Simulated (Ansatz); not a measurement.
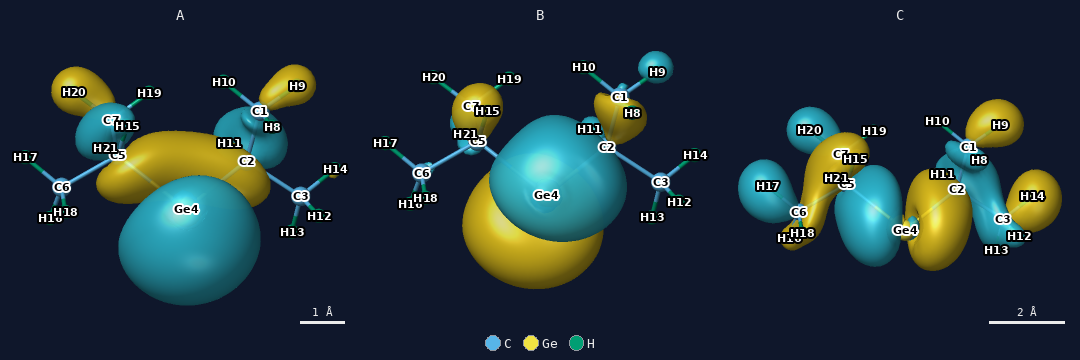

The picture shows: C$_{6}$H$_{14}$Ge (SMILES C[CH](C)[Ge][CH](C)C). Three frontier orbitals at ±0.08 Å⁻³ᐟ² (yellow and cyan are the two phases), in no order.

Geometry: PBE0-D4/def2-TZVP.

The calculation used RKS PBE0-D4/def2-TZVPP in Ansatz.

Input file:

```
crystal:
  periodic: [false, false, false]
  atoms:
    - {symbol: C, position_ang: [1.694791, -0.898558, 0.902394]}
    - {symbol: C, position_ang: [0.999632, -1.035945, -0.452507]}
    - {symbol: C, position_ang: [1.410890, -2.318230, -1.158916]}
    - {symbol: Ge, position_ang: [-0.971810, -1.005042, -0.059247]}
    - {symbol: C, position_ang: [-1.194799, 0.929786, 0.459628]}
    - {symbol: C, position_ang: [-2.670875, 1.306805, 0.498055]}
    - {symbol: C, position_ang: [-0.374482, 1.959395, -0.303179]}
    - {symbol: H, position_ang: [1.351854, -1.657791, 1.616920]}
    - {symbol: H, position_ang: [2.777386, -1.038884, 0.801964]}
    - {symbol: H, position_ang: [1.530476, 0.081457, 1.357353]}
    - {symbol: H, position_ang: [1.264069, -0.174182, -1.074515]}
    - {symbol: H, position_ang: [1.131344, -3.201335, -0.575083]}
    - {symbol: H, position_ang: [0.935344, -2.417142, -2.138562]}
    - {symbol: H, position_ang: [2.495678, -2.359836, -1.313603]}
    - {symbol: H, position_ang: [-0.827580, 0.895596, 1.501150]}
    - {symbol: H, position_ang: [-3.094732, 1.346592, -0.510709]}
    - {symbol: H, position_ang: [-2.821535, 2.294761, 0.947910]}
    - {symbol: H, position_ang: [-3.263302, 0.586039, 1.067907]}
    - {symbol: H, position_ang: [0.698916, 1.772628, -0.235551]}
    - {symbol: H, position_ang: [-0.555745, 2.970280, 0.081028]}
    - {symbol: H, position_ang: [-0.639920, 1.974203, -1.365438]}
basis:
  gaussian: {orbitals: def2-TZVPP}
hamiltonian: {xc: pbe0, dispersion: d4}
output: {orbitals: {seedname: orbitals}}
```

Command:

```sh
ansatz run in.yaml --threads 2 --pin off --events-out ev --progress --plain --max-ram 32768MiB --backend cuda --devices 0, --max-vram 18GiB
```

Which picture is the HOMO−1, the HOMO and the LUMO?

Answer. C is the HOMO−1 (−7.02 eV). By Hirshfeld shares it lies mainly on Ge4 (about 25 %), C5 (about 20 %) and C2 (about 20 %). A is the HOMO (−5.76 eV). By Hirshfeld shares it lies mainly on Ge4 (about 60 %), C2 (about 10 %) and C5 (about 10 %). B is the LUMO (−2.18 eV). By Hirshfeld shares it lies mainly on Ge4 (about 75 %).

What is the HOMO–LUMO gap?

Answer. 3.58 eV between the orbital energies.
